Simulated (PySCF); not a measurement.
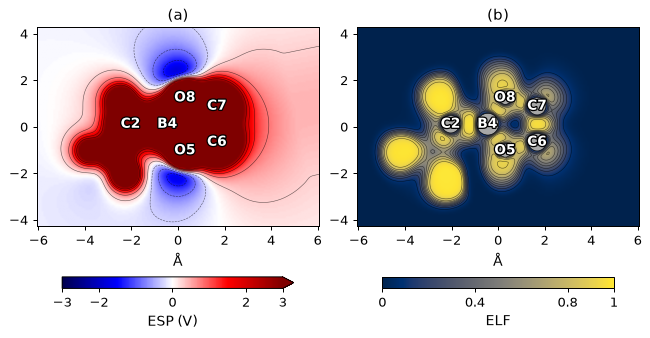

*C4H8BO2S (SMILES C[C@H]([S])B1OCCO1) (doublet). (a) electrostatic potential; (b) ELF on the plane of atoms B4, O8 and C7. Grey discs cover the atomic cores in the ELF map.*

Geometry: GFN2-xTB.

These are results of UKS B3LYP, pcH-1 on B C H O S, non-relativistic, mean-field spin-orbit, GIAO (PySCF), not measurements.

```xyz
16

C     2.4113    0.2843   -0.7748
C     1.5658    0.4078    0.4877
S     2.0662   -0.8200    1.7189
B     0.0097    0.1347    0.2790
O    -0.4843   -0.7587   -0.6212
C    -1.8930   -0.7989   -0.4978
C    -2.2205    0.2215    0.6193
O    -0.9637    0.7386    1.0147
H     3.4688    0.3815   -0.5374
H     2.2421   -0.6819   -1.2427
H     2.1335    1.0647   -1.4798
H     1.7266    1.3772    0.9666
H    -2.1933   -1.8172   -0.2351
H    -2.3377   -0.5255   -1.4590
H    -2.8435    1.0475    0.2648
H    -2.6957   -0.2469    1.4854
```

Interpret the plot.

Answer. The section cuts through C, B and O sites. B–O (1.36 Å): the ELF peaks at about 0.90 between the atoms (a short, strongly polar bond). C–O (1.41 Å): the ELF peaks at about 0.90 between the atoms: a shared but strongly polarised pair. C–C (1.55 Å): the ELF peaks at about 0.95 between the atoms (a shared electron pair). C–B (1.59 Å): the ELF peaks at about 1 between the atoms: localised, covalent bonding. The ELF also peaks beside O5 and O8, away from the bonds: non-bonding electrons, paired or unpaired. Outside the dense part of the molecule the potential is most negative (−1.8 V) near O8.
